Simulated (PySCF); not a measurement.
Run report: MoNH₃, single-point calculation

System: MoNH₃.
Method: RKS-based M06, Mo def2-TZVP with ECP28, N def2-TZVP, H def2-TZVP; non-relativistic Hamiltonian with a scalar-relativistic core potential; density fitting (PySCF 2.14.0).

The geometry comes from this level: PBE0.

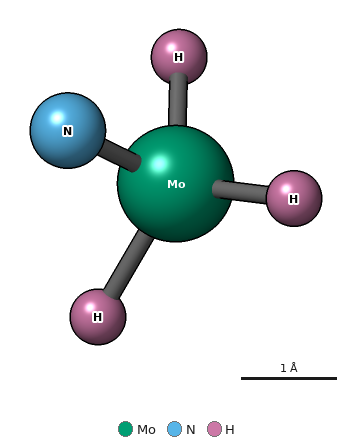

Figure 1. The input geometry (ball-and-stick view, seen at a tilt). Sticks mark near contacts.

Results in brief

| quantity | value |
| --- | --- |
| outcome | converged |
| total energy | −124.645373 hartree |
| HOMO | −8.87 eV |
| LUMO | −3.11 eV |
| dipole moment | 2.61 D |
| hardware | 2 threads of Arm Neoverse V2, 24 GiB of memory available, shared host |
| wall time | 13 s (CPU time 25 s) |
| peak memory | 1.1 GiB |

Input file
```python
from pyscf import gto, scf, dft
mol = gto.M(atom='''
Mo     0.000000     0.155647     0.110110
N     -0.000000    -1.160698    -0.821118
H      1.458859    -0.150832     0.925024
H     -1.458859    -0.150832     0.925024
H     -0.000000     1.308477    -1.137795''',
    basis={'Mo': 'def2-TZVP', 'N': 'def2-TZVP', 'H': 'def2-TZVP'},
    ecp={'Mo': 'def2-TZVP'},
    charge=0, spin=0)
mf = dft.RKS(mol, xc='M06')
mf.grids.atom_grid = (90, 434)
aux = {'Mo': 'def2-universal-JKFIT', 'N': 'def2-universal-JKFIT', 'H': 'def2-universal-JKFIT'}
mf = mf.density_fit(auxbasis=aux)
mf.conv_tol = 1e-09
mf.diis_space = 10
mf.max_cycle = 60
mf.verbose = 4
mf.kernel()
```

The script is an equivalent of the set-up of the self-consistent field. The run itself was carried out by a driver, which started from the orbitals of the step before it where there was one and computed the further properties.

Launch command:
```bash
OMP_NUM_THREADS=2 python axn.py task.json out
```

Output
```
init E= -124.643460315108
  HOMO = -0.327620360993206  LUMO = -0.113555193247483  gap/eV = 5.82501
cycle= 1 E= -124.645046245909  delta_E= -0.00159  |g|= 0.0408  |ddm|= 0.349
  HOMO = -0.322087864565557  LUMO = -0.116817915884234  gap/eV = 5.58568
cycle= 2 E= -124.641025931621  delta_E= 0.00402  |g|= 0.149  |ddm|= 0.105
  HOMO = -0.3252308983246  LUMO = -0.113197941396358  gap/eV = 5.76971
cycle= 3 E= -124.645341516401  delta_E= -0.00432  |g|= 0.0121  |ddm|= 0.0712
  HOMO = -0.326140762940822  LUMO = -0.114221191804576  gap/eV = 5.76663
cycle= 4 E= -124.645371966884  delta_E= -3.05e-05  |g|= 0.0019  |ddm|= 0.0115
  HOMO = -0.325818157328941  LUMO = -0.114037303306381  gap/eV = 5.76285
cycle= 5 E= -124.64537258369  delta_E= -6.17e-07  |g|= 0.00162  |ddm|= 0.00426
  HOMO = -0.325956793528118  LUMO = -0.114151054065176  gap/eV = 5.76353
cycle= 6 E= -124.645373232236  delta_E= -6.49e-07  |g|= 0.000268  |ddm|= 0.00187
  HOMO = -0.325961932519901  LUMO = -0.114142932899772  gap/eV = 5.76389
cycle= 7 E= -124.645373259643  delta_E= -2.74e-08  |g|= 7.03e-05  |ddm|= 0.000898
  HOMO = -0.325961988756951  LUMO = -0.114146784410549  gap/eV = 5.76379
cycle= 8 E= -124.645373261156  delta_E= -1.51e-09  |g|= 7.92e-06  |ddm|= 0.000191
  HOMO = -0.325961713990214  LUMO = -0.114145050466633  gap/eV = 5.76382
Extra cycle  E= -124.645373261054  delta_E= 1.01e-10  |g|= 2.48e-05  |ddm|= 2.43e-05
converged SCF energy = -124.645373261054
```

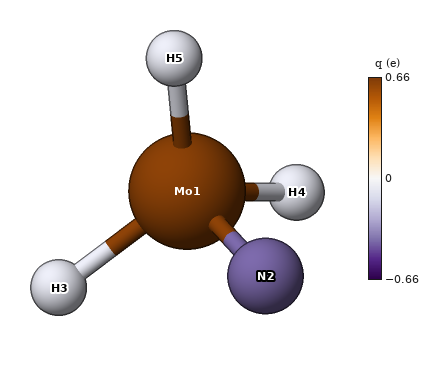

Figure 2. Mulliken charges, as the colour of each atom (ball-and-stick view, seen at a tilt; atoms are numbered from 1 in the order of the input). By element: Mo +0.63, N −0.41 and H −0.07 e.
